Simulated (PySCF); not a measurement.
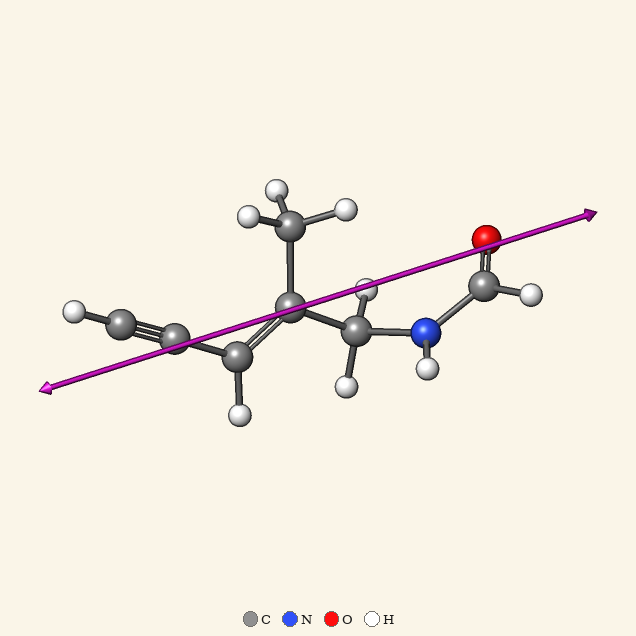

The double arrow shows the direction of the transition dipole to excited singlet state 1 (its length means nothing). Computed geometry: GFN2-xTB optimisation. No frequency run is at hand to confirm it as a minimum. Method: TDDFT PBE0/def2-SVPD, vertical, gas phase, core orbitals frozen in the response (PySCF 2.14.0).

Question. Where does the transition lie, and how strong is it?

Answer. 5.42 eV (229 nm), oscillator strength 0.33, mainly HOMO → LUMO (weight 0.69); transition dipole 4.03 D.
